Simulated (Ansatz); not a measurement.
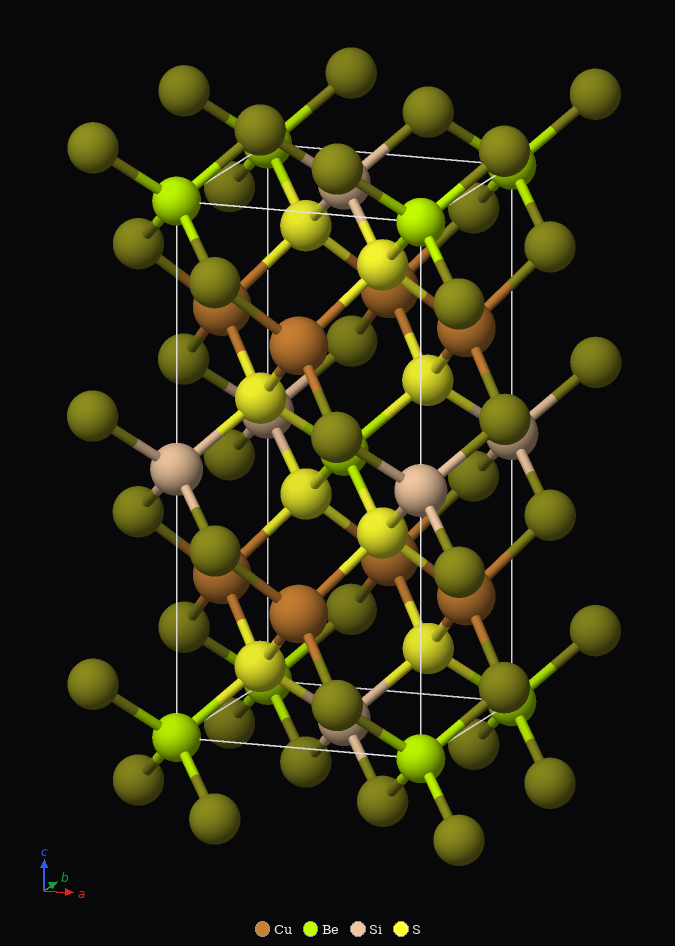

A ball-and-stick picture of a crystal structure, seen slightly off an axis. The parallelepiped is the conventional unit cell. Bonds that leave the box are completed with the atoms at their other ends, in fainter colours.

BeCu₂SiS₄, space group I-42m (No. 121), a = 5.006 Å, b = 5.006 Å, c = 10.597 Å, α = 90.00°, β = 90.00°, γ = 90.00°. The structure was taken from a structure type filled with these elements by a generator (whether the compound takes this form wasn't checked). Earlier steps of the study may have refined or changed the cell and positions. A calculation with Ansatz used it as input.

This one geometry was computed with Ansatz (DFT, plane waves, PAW) at four levels of theory: PBE, r2SCAN, PBE0 and HSE06. It was relaxed beforehand with r2SCAN.

**Which level gives the highest pressure at this volume, and what does that say about its equilibrium volume?**

Highest: PBE (2.0 GPa), which points to the largest equilibrium volume. Lowest, with the smallest volume: r2SCAN (0.0 GPa). Levels within 0.5 GPa of each other can't be told apart.

**How does the band gap change with the level of theory?**

PBE: a gap of 1.56 eV, indirect; r2SCAN: a gap of 1.86 eV, indirect; HSE06: a gap of 2.71 eV, indirect; PBE0: a gap of 3.42 eV, indirect.

**Collect the results in a table.**

| level | cutoff (eV) | k-mesh of the run's cell | gap (eV) | pressure (GPa) |
| --- | --- | --- | --- | --- |
| PBE | 420 | 8×8×8 | 1.56 | 2.0 |
| r2SCAN | 500 | 8×8×8 | 1.86 | 0.0 |
| PBE0 | 420 | 4×4×4 | 3.42 | 0.8 |
| HSE06 | 420 | 4×4×4 | 2.71 | 0.9 |

Gaps are taken on the k-mesh or band path of each run.
